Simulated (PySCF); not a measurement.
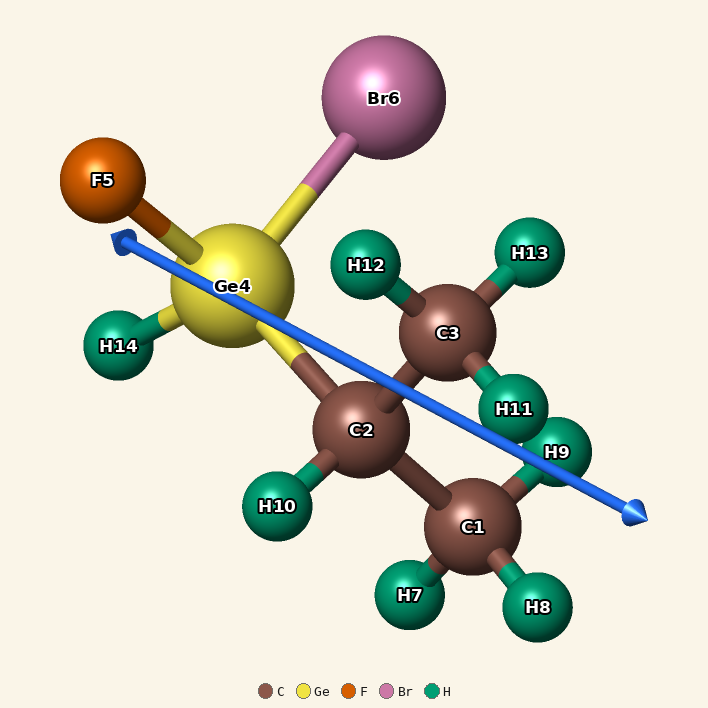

The double arrow shows the direction of the transition dipole to excited singlet state 1 (its length means nothing). The geometry was computed by an optimisation with GFN2-xTB. No frequency run is at hand to confirm it as a minimum. Level of theory: TDDFT PBE0/def2-SVPD, vertical, gas phase, core orbitals frozen in the response (PySCF 2.14.0).

Give its energy, strength and character.

Answer. 6.40 eV (194 nm), oscillator strength 0.056, mainly HOMO → LUMO (weight 0.90); transition dipole 1.51 D.

The geometry is semi-empirical. Around Br, Ge such bond lengths and angles can be off by a tenth of an ångström or more and by several degrees, and values that hang on the shape move with them.
